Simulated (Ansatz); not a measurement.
# Decaying states in the gap of CsH3SeO

Aim: relax a made-up compound, CsH3SeO, and see how good a tunnel barrier it would be. It is built by putting Se for part of the O in the CsH3O2 structure of space group Amm2, with the volume rescaled by atomic radii. The parent structure comes from the Materials Project.

Method: LDA DFT, plane waves, PAW files, in the first sound run; inputs show where later runs differ, in Ansatz 0.2.0.

The structure was built from a prototype and need not be the compound's stable phase.

### Step 1. Set-up

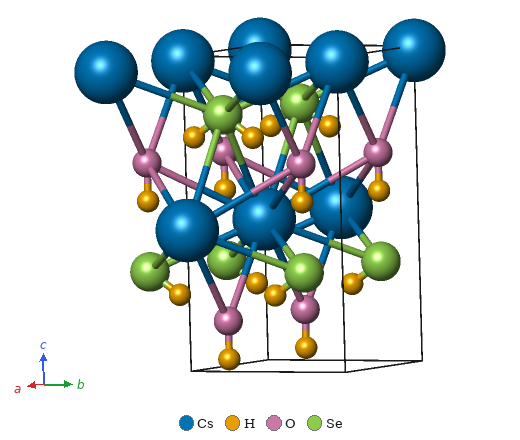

The cell as given, slightly off an axis (caesium blue, hydrogen orange, oxygen pink, selenium green). 2×1×1 cells are drawn. This picture shows the conventional cell, with its axes. Some periodic images of atoms are drawn too.

### Step 2. Cell and atoms at rest

The substituted atoms don't fit the parent's cell, so cell and atoms relax together. A small smearing keeps the run stable in case the gap closes on the way.

Input file input.yaml:

```yaml
crystal:
  lattice:
    - [4.4853634844, 0.0, 0.0]
    - [0.0, 2.3350062418, 4.246152283]
    - [0.0, -2.3350062418, 4.246152283]
  atoms:
    - { symbol: Cs, position: [0.0, 0.98533106, 0.98533106] }
    - { symbol: H, position: [0.5, 0.55847297, 0.55847297] }
    - { symbol: H, position: [0.5, 0.07117693, 0.45270073] }
    - { symbol: H, position: [0.5, 0.45270073, 0.07117693] }
    - { symbol: O, position: [0.5, 0.67950864, 0.67950864] }
    - { symbol: Se, position: [0.5, 0.33406101, 0.33406101] }
kpoints:
  mp_grid: { grid: [6, 6, 6] }
scf:
  occupations: { method: gaussian, width: 0.03 }
hamiltonian:
  xc: lda
output:
  forces: true
  stress: true
relax:
  f_tol: 0.02
  max_steps: 60
  cell: {}
```

Command:

```
> ansatz run input.yaml --threads 2 --pin off --max-ram 4096MiB --backend cpu --events-out ev --progress --plain --runs-dir out
```

Numbers of over 12 decimals in the logs are rounded to 6 here.

Output:

```text
Engine: ansatz 0.2.0, aarch64-unknown-linux-gnu
Pseudopotentials: kind: paw
Pseudopotential: Cs, paw, valence charge 9, recommended cutoff 420 eV (normal), Cs.paw.azcp
Pseudopotential: H, paw, valence charge 1, recommended cutoff 420 eV (normal), H.paw.azcp
Pseudopotential: O, paw, valence charge 6, recommended cutoff 420 eV (normal), O.paw.azcp
Pseudopotential: Se, paw, valence charge 16, recommended cutoff 420 eV (normal), Se.paw.azcp
Functional definition: SPW92
  exchange = slater_x
  correlation = pw_c
Crystal: 6 atoms, lattice volume = 88.943 Å³
Basis set: ecut = 420 eV, 1727 PW (Γ)
Bands: 23, of which v1, the nominal top of the filled ones, is band 17 counted from 1 (16 counted from 0)
Symmetry: 4 space group operations
Space group: Amm2 (ITA 38), of the structure as read, at distance tolerance 4.5e-5 Å
k-points: 52 of 216 (time reversal used)
Non-local potential: Cs, projectors of the file, l = 0: 3, l = 1: 2, l = 2: 2, l = 3: 2
Non-local potential: H, projectors of the file, l = 0: 2, l = 1: 1
Non-local potential: O, projectors of the file, l = 0: 2, l = 1: 2, l = 2: 1
Non-local potential: Se, projectors of the file, l = 0: 2, l = 1: 2, l = 2: 3, l = 3: 1
PAW form: soft (Blöchl's): semilocal exchange-correlation on the pseudo side does not see the compensation charge
PAW frozen core: Cs, regenerated for the run's functional, and the local potential with it (the file was generated under x = pbe(κ = 0.804, μ = 0.219515), c = pbe(β = 0.066725))
PAW frozen core: O, regenerated for the run's functional, and the local potential with it (the file was generated under x = pbe(κ = 0.804, μ = 0.219515), c = pbe(β = 0.066725))
PAW frozen core: Se, regenerated for the run's functional, and the local potential with it (the file was generated under x = pbe(κ = 0.804, μ = 0.219515), c = pbe(β = 0.066725))
PAW one-centre angular grid: Cs, 194 points (default); XC on 64 Gauss nodes
PAW one-centre angular grid: H, 110 points (default); XC on 64 Gauss nodes
PAW one-centre angular grid: O, 110 points (default); XC on 64 Gauss nodes
PAW one-centre angular grid: Se, 590 points (default); XC on 64 Gauss nodes
Initial density: superposition of atomic densities (neutral atoms: chi_scale 0, normalization atom), corrected by the library's trained network
Initial wavefunctions: pseudopotential atomic-orbital guess
Functional: x = slater, c = lda
SCF iter   1: F=—  HF=-11483.800661 eV  |F-HF|=—  |Δ(HF+E_count)|=         —  Δρ=1.36e-2  dr2=1.44e-1  ethr=1.77e-3  ⟨swp⟩=6.8  Hψ=6366  notcnv=0  defer=3
preconditioner: auto → Resta (q_TF=auto, 2.324 Å⁻¹)  ε∞=3.1  [insulator: Δε(μ)=2.353 eV  Ē_g=12.625 eV  σ=0.030 eV  W_gap=1.00  n_scr=20 (ndim 8)  ℏωp=18.5 eV  f_vac=0.060  D(μ)=0.00/eV (n_scr^D=0)  ε∞_Penn≈3.1]
SCF iter   2: F=—  HF=-11483.770034 eV  |F-HF|=—  |Δ(HF+E_count)|=   3.06e-2  Δρ=6.84e-3  dr2=2.42e-2  ethr=4.25e-4  ⟨swp⟩=2.1  Hψ=2267  notcnv=0  defer=77
SCF iter   3: F=—  HF=-11483.764640 eV  |F-HF|=—  |Δ(HF+E_count)|=   5.39e-3  Δρ=2.80e-3  dr2=6.52e-3  ethr=7.11e-5  ⟨swp⟩=2.0  Hψ=1907  notcnv=0  defer=85
SCF iter   4: F=—  HF=-11483.763121 eV  |F-HF|=—  |Δ(HF+E_count)|=   1.52e-3  Δρ=4.71e-4  dr2=1.64e-4  ethr=1.92e-5  ⟨swp⟩=2.2  Hψ=1844  notcnv=0  defer=85
SCF iter   5: F=—  HF=-11483.763112 eV  |F-HF|=—  |Δ(HF+E_count)|=   9.14e-6  Δρ=8.91e-5  dr2=9.98e-6  ethr=4.83e-7  ⟨swp⟩=2.0  Hψ=1599  notcnv=0  defer=85
SCF iter   6: F=—  HF=-11483.763112 eV  |F-HF|=—  |Δ(HF+E_count)|=   2.31e-7  Δρ=2.56e-5  dr2=6.00e-7  ethr=2.93e-8  ⟨swp⟩=2.0  Hψ=1977  notcnv=0  defer=85
SCF iter   7: F=-11483.763111 eV  HF=-11483.763112 eV  |F-HF|=7.27e-8  |Δ(HF+E_count)|=   2.82e-8  Δρ=8.18e-6  dr2=6.01e-8  ethr=2.94e-10  ⟨swp⟩=5.5  Hψ=4650  notcnv=0
SCF 1 converged in 7 iterations: F = -11483.763111 eV  dr2 = 6.01e-8
  greatest PAW one-centre occupation: 1.000 electrons in one spin orbital (limit 2), on the Se atom at site 5 (counted from 0), in its partial waves of l = 2
relax step   1: F+E_penalty+E_count = -11483.76311149 eV  Δ(F+E_penalty+E_count) = +0.000e0 eV  max|allowed force component| = 2.613e1 eV/Å  Δτ_max = 0.0000 Å  P = +34.462 GPa  Ω = 88.943 Å³  (7 SCF iters, dr2 threshold 1.00e-7 eV, accepted)
Crystal: 6 atoms, lattice volume = 95.982 Å³
Basis set: ecut = 420 eV, 1877 PW (Γ)
Initial density: handed on by an earlier stage of this run
Initial wavefunctions: those handed on with the density
iter 1 solved again at ethr=1.05e-3 eV; its pass at ethr=3.10e-3 eV (dr2=3.58e-1 eV) is discarded
SCF iter   1: F=—  HF=-11490.080391 eV  |F-HF|=—  |Δ(HF+E_count)|=         —  Δρ=2.59e-2  dr2=3.60e-1  ethr=1.05e-3  ⟨swp⟩=1.0  Hψ=8336  notcnv=0
preconditioner: auto → Resta (q_TF=auto, 2.295 Å⁻¹)  ε∞=3.1  [insulator: Δε(μ)=2.969 eV  Ē_g=12.296 eV  σ=0.030 eV  W_gap=1.00  n_scr=20 (ndim 8)  ℏωp=17.8 eV  f_vac=0.072  D(μ)=0.00/eV (n_scr^D=0)  ε∞_Penn≈3.1]
SCF iter   2: F=—  HF=-11489.987469 eV  |F-HF|=—  |Δ(HF+E_count)|=   9.29e-2  Δρ=1.22e-2  dr2=7.27e-2  ethr=1.05e-3  ⟨swp⟩=2.6  Hψ=2114  notcnv=0
SCF iter   3: F=—  HF=-11489.970892 eV  |F-HF|=—  |Δ(HF+E_count)|=   1.66e-2  Δρ=1.90e-3  dr2=2.86e-3  ethr=2.14e-4  ⟨swp⟩=3.0  Hψ=2713  notcnv=0  defer=62
SCF iter   4: F=—  HF=-11489.969395 eV  |F-HF|=—  |Δ(HF+E_count)|=   1.50e-3  Δρ=7.00e-4  dr2=6.10e-4  ethr=8.42e-6  ⟨swp⟩=2.0  Hψ=2296  notcnv=0  defer=71
SCF iter   5: F=—  HF=-11489.969330 eV  |F-HF|=—  |Δ(HF+E_count)|=   6.49e-5  Δρ=5.06e-4  dr2=2.06e-4  ethr=1.79e-6  ⟨swp⟩=2.0  Hψ=1686  notcnv=0  defer=71
SCF iter   6: F=—  HF=-11489.969294 eV  |F-HF|=—  |Δ(HF+E_count)|=   3.61e-5  Δρ=9.80e-5  dr2=1.08e-5  ethr=6.05e-7  ⟨swp⟩=2.0  Hψ=1685  notcnv=0  defer=71
SCF iter   7: F=-11489.969295 eV  HF=-11489.969295 eV  |F-HF|=2.78e-8  |Δ(HF+E_count)|=   1.59e-6  Δρ=1.60e-5  dr2=4.10e-7  ethr=1.76e-9  ⟨swp⟩=3.9  Hψ=5252  notcnv=0
SCF 2 converged in 7 iterations: F = -11489.969295 eV  dr2 = 4.10e-7
relax step   2: F+E_penalty+E_count = -11489.96929528 eV  Δ(F+E_penalty+E_count) = -6.206e0 eV  max|allowed force component| = 7.983e0 eV/Å  Δτ_max = 0.1269 Å  P = +12.230 GPa  Ω = 95.982 Å³  energy of the carried Pulay correction = -1.459e-2 eV  (7 SCF iters, dr2 threshold 6.00e-7 eV, accepted)
Crystal: 6 atoms, lattice volume = 101.924 Å³
Basis set: ecut = 420 eV, 2013 PW (Γ)
iter 1 solved again at ethr=3.79e-4 eV; its pass at ethr=3.10e-3 eV (dr2=1.29e-1 eV) is discarded
SCF iter   1: F=—  HF=-11491.389027 eV  |F-HF|=—  |Δ(HF+E_count)|=         —  Δρ=1.51e-2  dr2=1.30e-1  ethr=3.79e-4  ⟨swp⟩=1.4  Hψ=8538  notcnv=0
[...]
relax step   7: F+E_penalty+E_count = -11492.63276832 eV  Δ(F+E_penalty+E_count) = -1.591e-1 eV  max|allowed force component| = 4.988e-1 eV/Å  Δτ_max = 0.0947 Å  P = +0.104 GPa  Ω = 100.776 Å³  energy of the carried Pulay correction = -2.391e-2 eV  (10 SCF iters, accepted)
relax step   8: F+E_penalty+E_count = -11492.65404216 eV  Δ(F+E_penalty+E_count) = -2.127e-2 eV  max|allowed force component| = 4.169e-1 eV/Å  Δτ_max = 0.0165 Å  P = +0.068 GPa  Ω = 101.770 Å³  energy of the carried Pulay correction = -2.578e-2 eV  (5 SCF iters, dr2 threshold 6.00e-7 eV, accepted)
relax step   9: F+E_penalty+E_count = -11492.67852132 eV  Δ(F+E_penalty+E_count) = -2.448e-2 eV  max|allowed force component| = 2.209e-1 eV/Å  Δτ_max = 0.0483 Å  P = +0.422 GPa  Ω = 103.720 Å³  energy of the carried Pulay correction = -2.940e-2 eV  (6 SCF iters, dr2 threshold 6.00e-7 eV, accepted)
relax step  10: F+E_penalty+E_count = -11492.68667227 eV  Δ(F+E_penalty+E_count) = -8.151e-3 eV  max|allowed force component| = 2.060e-1 eV/Å  Δτ_max = 0.0267 Å  P = +0.324 GPa  Ω = 103.523 Å³  energy of the carried Pulay correction = -2.904e-2 eV  (5 SCF iters, dr2 threshold 6.00e-7 eV, accepted)
relax step  11: F+E_penalty+E_count = -11492.68578606 eV  Δ(F+E_penalty+E_count) = +8.862e-4 eV  max|allowed force component| = 4.232e-1 eV/Å  Δτ_max = 0.0852 Å  P = -0.165 GPa  Ω = 103.400 Å³  energy of the carried Pulay correction = -2.881e-2 eV  (6 SCF iters, dr2 threshold 6.00e-7 eV, rejected (line search))
relax step  12: F+E_penalty+E_count = -11492.69532078 eV  Δ(F+E_penalty+E_count) = -8.649e-3 eV  max|allowed force component| = 6.370e-2 eV/Å  Δτ_max = 0.0309 Å  P = -0.076 GPa  Ω = 103.481 Å³  energy of the carried Pulay correction = -2.896e-2 eV  (10 SCF iters, accepted)
relax step  13: F+E_penalty+E_count = -11492.69799574 eV  Δ(F+E_penalty+E_count) = -2.675e-3 eV  max|allowed force component| = 3.299e-2 eV/Å  Δτ_max = 0.0425 Å  P = +0.103 GPa  Ω = 102.693 Å³  energy of the carried Pulay correction = -2.750e-2 eV  (7 SCF iters, dr2 threshold 2.54e-7 eV, accepted)
relax step  14: F+E_penalty+E_count = -11492.69752011 eV  Δ(F+E_penalty+E_count) = +4.756e-4 eV  max|allowed force component| = 2.282e-2 eV/Å  Δτ_max = 0.0071 Å  P = +0.009 GPa  Ω = 103.113 Å³  energy of the carried Pulay correction = -2.828e-2 eV  (6 SCF iters, dr2 threshold 6.80e-8 eV, accepted)
relax step  15: F+E_penalty+E_count = -11492.69748531 eV  Δ(F+E_penalty+E_count) = +3.480e-5 eV  max|allowed force component| = 1.542e-3 eV/Å  Δτ_max = 0.0023 Å  P = -0.001 GPa  Ω = 103.140 Å³  energy of the carried Pulay correction = -2.833e-2 eV  (4 SCF iters, dr2 threshold 3.25e-8 eV, accepted)
relax step  16: F+E_penalty+E_count = -11492.74528334 eV  Δ(F+E_penalty+E_count) = -4.780e-2 eV  max|allowed force component| = 2.105e-2 eV/Å  Δτ_max = 0.0000 Å  P = +0.448 GPa  Ω = 103.140 Å³  stress off target by 6.46e-1 GPa  SCF on the basis re-selected at this cell (its energy is not comparable with the rows above)  (8 SCF iters)
relax step  17: F+E_penalty+E_count = -11492.74580103 eV  Δ(F+E_penalty+E_count) = -5.177e-4 eV  max|allowed force component| = 2.829e-3 eV/Å  Δτ_max = 0.0078 Å  P = +0.056 GPa  Ω = 104.670 Å³  energy of the carried Pulay correction = -2.420e-3 eV  (5 SCF iters, dr2 threshold 6.00e-7 eV, accepted)
relax step  18: F+E_penalty+E_count = -11492.74549480 eV  Δ(F+E_penalty+E_count) = +3.062e-4 eV  max|allowed force component| = 1.238e-3 eV/Å  Δτ_max = 0.0076 Å  P = +0.004 GPa  Ω = 104.981 Å³  energy of the carried Pulay correction = -2.951e-3 eV  (6 SCF iters, dr2 threshold 2.76e-8 eV, accepted)
iter 1 solved again at ethr=2.46e-7 eV; its pass at ethr=3.10e-3 eV (dr2=8.38e-5 eV) is discarded
SCF iter   1: F=—  HF=-11492.748590 eV  |F-HF|=—  |Δ(HF+E_count)|=         —  Δρ=3.00e-4  dr2=3.60e-6  ethr=2.46e-7  ⟨swp⟩=3.1  Hψ=9295  notcnv=0
preconditioner: auto → Resta (q_TF=auto, 2.261 Å⁻¹)  ε∞=3.0  [insulator: Δε(μ)=2.287 eV  Ē_g=11.550 eV  σ=0.030 eV  W_gap=1.00  n_scr=20 (ndim 8)  ℏωp=16.2 eV  f_vac=0.071  D(μ)=0.00/eV (n_scr^D=0)  ε∞_Penn≈3.0]
SCF iter   2: F=—  HF=-11492.748691 eV  |F-HF|=—  |Δ(HF+E_count)|=   1.01e-4  Δρ=1.50e-4  dr2=9.70e-7  ethr=1.06e-8  ⟨swp⟩=2.0  Hψ=1782  notcnv=0
SCF iter   3: F=—  HF=-11492.748724 eV  |F-HF|=—  |Δ(HF+E_count)|=   3.31e-5  Δρ=3.56e-5  dr2=1.99e-7  ethr=2.85e-9  ⟨swp⟩=2.0  Hψ=1741  notcnv=0
SCF iter   4: F=—  HF=-11492.748726 eV  |F-HF|=—  |Δ(HF+E_count)|=   1.49e-6  Δρ=9.62e-7  dr2=3.28e-10  ethr=5.85e-10  ⟨swp⟩=2.0  Hψ=1777  notcnv=0
SCF iter   5: F=-11492.748726 eV  HF=-11492.748726 eV  |F-HF|=1.09e-11  |Δ(HF+E_count)|=  7.75e-10  Δρ=2.11e-7  dr2=2.66e-11  ethr=1.00e-12  ⟨swp⟩=5.7  Hψ=4724  notcnv=0
SCF 19 converged in 5 iterations: F = -11492.748726 eV  dr2 = 2.66e-11
relax step  19: F+E_penalty+E_count = -11492.74872560 eV  Δ(F+E_penalty+E_count) = -3.231e-3 eV  max|allowed force component| = 2.124e-3 eV/Å  Δτ_max = 0.0000 Å  P = +0.021 GPa  Ω = 104.981 Å³  stress off target by 4.40e-2 GPa  SCF on the basis re-selected at this cell (its energy is not comparable with the rows above)  (5 SCF iters)
basis re-selected at this cell: Δ(F+E_penalty+E_count) = -3.231e-3 eV, ΔP = +0.017 GPa vs the last step (what re-selecting the basis moved, of the pressure what is left beyond the Pulay correction that the steps carried, after the strain that the cell walked since its last selection, with what the two solves' SCF thresholds leave and, on support functions, any second-order correction that the steps lacked; it is no m [...]
SCF converged after 5 iterations
Free energy (F): -11492.748726 eV
Harris-Foulkes:  -11492.748726 eV  (|F-HF|=1.09e-11)
Internal energy: -11492.748726 eV  (E = F + TS)
E sigma→0 (E₀):  -11492.748726 eV
Fermi energy:    5.374093 eV
--- Per-component energies (eV) ---
  E_band       = -528.504847
  E_kinetic    = 477.336316
  E_local      = -3809.884943  (includes V_loc(G=0)·N_el)
  E_nonlocal   = -502.653559
  E_hartree    = 1753.861080
  E_xc         = -375.457918
  E_vxc        = -353.039376  (∫ρ·V_xc dr)
  E_paw        = -6878.599190  (= ΣΔE_a)
  E_vpaw       = 152.015400  (= ΣTr[D̂ρ^β])
  E_aug_tail   = -0.001030  (compensation charges beyond the density's cutoff)
  E_ewald      = -2159.934322
  E_core_change = 2.584840  (= ΣΔE_core)
  E_smearing   = -0.000000  (= −TS)
  E_closure    = 0.000000  (closes the sum)
  Σ components = -11492.748726   (vs F -11492.748726, Δ=0.00e0)
--- Forces (eV/Å), atoms counted from 1 ---
  atom   1  Cs    -0.00000000     0.00000000    -0.00071988
  atom   2  H      0.00000000     0.00000000     0.00198713
  atom   3  H      0.00000000    -0.00212389    -0.00069035
  atom   4  H     -0.00000000     0.00212389    -0.00069035
  atom   5  O      0.00000000     0.00000000     0.00093506
  atom   6  Se     0.00000000    -0.00000000    -0.00082287
  max |Σ_I F_I| component: 1.27e-6 eV/Å
--- Stress (GPa, compression-positive) ---
        0.037845      -0.000000       0.000000
       -0.000000       0.043992      -0.000000
        0.000000      -0.000000      -0.017389
  P = ⅓ Tr σ = 0.0215 GPa (0.215 kbar)
--- Relaxed structure (17 steps of the walk, 15 accepted, 2 SCFs on fresh bases) ---
  F+E_penalty+E_count = -11492.74872560 eV   max|allowed force component| = 2.124e-3 eV/Å   (the final SCF, on the basis selected at the relaxed cell)
  cell:  # Å, volume = 104.9808 Å³
    - [4.539638, 0, 0]
    - [0, 2.574853, 4.490619]
    - [0, -2.574853, 4.490619]
  atoms:
    - { symbol: Cs, position: [0, 1.014359, 1.014359] }
    - { symbol: H, position: [0.500000, 0.560386, 0.560386] }
    - { symbol: H, position: [0.500000, -0.080429, 0.559835] }
    - { symbol: H, position: [0.500000, 0.559835, -0.080429] }
    - { symbol: O, position: [0.500000, 0.679664, 0.679664] }
    - { symbol: Se, position: [0.500000, 0.347437, 0.347437] }
```

It took 95 s on 2 threads of Arm Neoverse V2, shared host; peak memory 0.42 GiB.

Relaxation path:

| step | energy less that of the first step (eV) | largest force component (eV/Å) | pressure (GPa) | volume (Å³) |
| --- | --- | --- | --- | --- |
| 1 | 0.0000 | 26.1336 | 34.46 | 88.94 |
| 2 | -6.2062 | 7.9826 | 12.23 | 95.98 |
| 3 | -7.5873 | 4.1011 | 4.49 | 101.92 |
| 4 | -8.2668 | 1.6371 | 2.25 | 99.98 |
| 5 | -8.7105 | 1.0214 | 0.00 | 99.42 |
| 6 | -8.6333 | 3.1374 | 5.88 | 96.33 |
| 7 | -8.8697 | 0.4988 | 0.10 | 100.78 |
| 8 | -8.8909 | 0.4169 | 0.07 | 101.77 |
| 9 | -8.9154 | 0.2209 | 0.42 | 103.72 |
| 10 | -8.9236 | 0.2060 | 0.32 | 103.52 |
| 11 | -8.9227 | 0.4232 | -0.16 | 103.40 |
| 12 | -8.9322 | 0.0637 | -0.08 | 103.48 |
| 13 | -8.9349 | 0.0330 | 0.10 | 102.69 |
| 14 | -8.9344 | 0.0228 | 0.01 | 103.11 |
| 15 | -8.9344 | 0.0015 | 0.00 | 103.14 |
| 16* | -8.9822 | 0.0210 | 0.45 | 103.14 |
| 17 | -8.9827 | 0.0028 | 0.06 | 104.67 |
| 18 | -8.9824 | 0.0012 | 0.00 | 104.98 |
| 19* | -8.9856 | 0.0021 | 0.02 | 104.98 |

Relaxation steps marked * repeat the geometry before them on a plane-wave basis chosen anew for their cell, so energy and pressure can jump there. Relaxation steps 6, 11 were tried and not accepted.

Forces are held to the 4 operations that the run works with; a distortion that breaks them can't arise in this run.

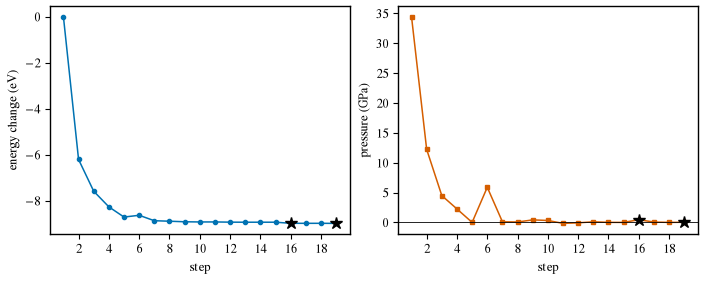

Energy and pressure along the relaxation. Stars mark steps on a basis chosen anew.

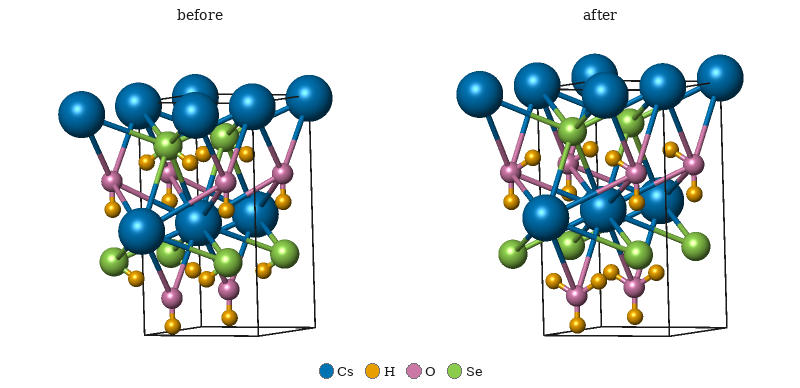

Before and after, at one scale.

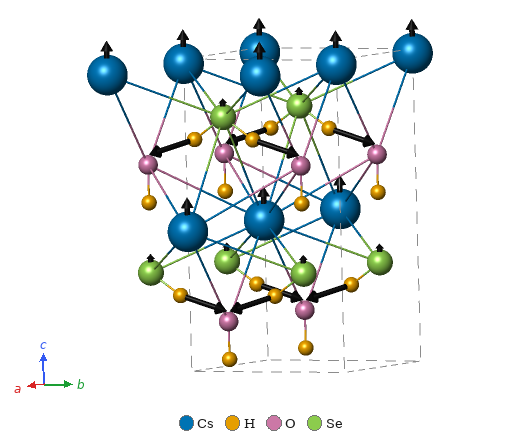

Displacements in the relaxation, exaggerated, measured against the changing cell; the longest in the cell stands for 0.70 Å. 2×1×1 conventional cells are drawn. Some periodic images of atoms are drawn too.

| conventional cell, symmetrised | before | after | change |
| --- | --- | --- | --- |
| a (Å) | 4.485 | 4.540 | +1.2 % |
| b (Å) | 4.670 | 5.150 | +10.3 % |
| c (Å) | 8.492 | 8.981 | +5.8 % |
| volume (Å³/atom) | 14.82 | 17.50 | +18.0 % |

The atoms that moved most (Å, as changes of fractional coordinates times the final cell):

| atom | dx | dy | dz | length |
| --- | --- | --- | --- | --- |
| H3 | 0.000 | -0.666 | -0.200 | 0.696 |
| H4 | 0.000 | 0.666 | -0.200 | 0.696 |
| Cs1 | 0.000 | 0.000 | 0.261 | 0.261 |
| Se6 | 0.000 | 0.000 | 0.120 | 0.120 |
| H2 | 0.000 | 0.000 | 0.017 | 0.017 |

The relaxed structure:

```xyz
6
Lattice="4.5396 0.0000 0.0000 0.0000 2.5749 4.4906 0.0000 -2.5749 4.4906" Properties=species:S:1:pos:R:3 pbc="T T T"
Cs    0.0000    0.0000    9.1102
H     2.2698    0.0000    5.0330
H     2.2698   -1.6486    2.1528
H     2.2698    1.6486    2.1528
O     2.2698    0.0000    6.1042
Se    2.2698    0.0000    3.1204
```

This step gave:

| Item | Value |
| --- | --- |
| free energy | -11492.7487 eV |
| Fermi energy | 5.374 eV |
| pressure | 0.02148 GPa |

The largest force component on a free atom ends at 0.0021 eV/Å.

(Part 1 of 3 ends here.)

[Logs are printed without paths, hosts, clocks, repeated set-up lines and the standing remarks that a program may print on its own settings, such as how far it seeks lower states.]

[Hosts, paths, dates, database ids (printed as entryN), source tags and the programs' standing remarks are cut or masked in the printed files.]
